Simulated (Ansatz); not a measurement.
```cif
data_structure
_symmetry_space_group_name_H-M 'P 1'
_symmetry_Int_Tables_number 1
_cell_length_a 4.5179
_cell_length_b 4.5179
_cell_length_c 11.6436
_cell_angle_alpha 90.000
_cell_angle_beta 90.000
_cell_angle_gamma 90.000
_cell_volume 237.67
loop_
_atom_site_label
_atom_site_type_symbol
_atom_site_fract_x
_atom_site_fract_y
_atom_site_fract_z
_atom_site_occupancy
Ge1 Ge 0.00000 0.00000 0.38600 1
Ge2 Ge 0.50000 0.50000 0.88600 1
Ge3 Ge 0.00000 0.00000 0.61400 1
Ge4 Ge 0.50000 0.50000 0.11400 1
Ca1 Ca 0.00000 0.00000 0.00000 1
Ca2 Ca 0.50000 0.50000 0.50000 1
Hg1 Hg 0.00000 0.50000 0.25000 1
Hg2 Hg 0.50000 0.00000 0.75000 1
Hg3 Hg 0.50000 0.00000 0.25000 1
Hg4 Hg 0.00000 0.50000 0.75000 1
```

Space group I4/mmm; built by placing these elements on a known structure type; not relaxed (largest force 1.1 eV/Å); computed pressure about 2 GPa in this cell.

The calculation used DFT, PAW plane waves, PBE (Ansatz).

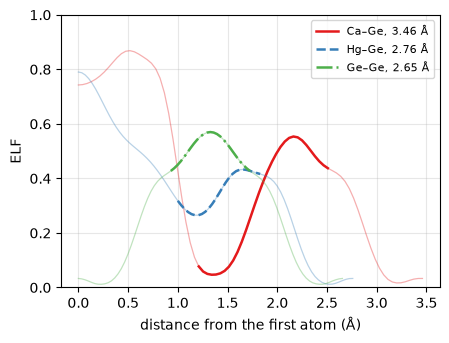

CaHg2Ge2. ELF along straight lines between neighbouring atoms. Thin, pale parts lie inside the atomic spheres.

Core electrons are frozen (PAW), and the valence fields are smoothed inside the atomic spheres.

### Compare the contacts.

Ca–Ge (3.46 Å): the ELF peaks at about 0.55 in the valence shell of Ge, 1.3 Å from its nucleus, and drops to about 0.05 between the two atoms (no localised pair shows between them).
Hg–Ge (2.76 Å): the ELF is about 0.30 at the midpoint: no shared electron pair shows on this line.
Ge–Ge (2.65 Å): the ELF reaches about 0.55 near the midpoint.
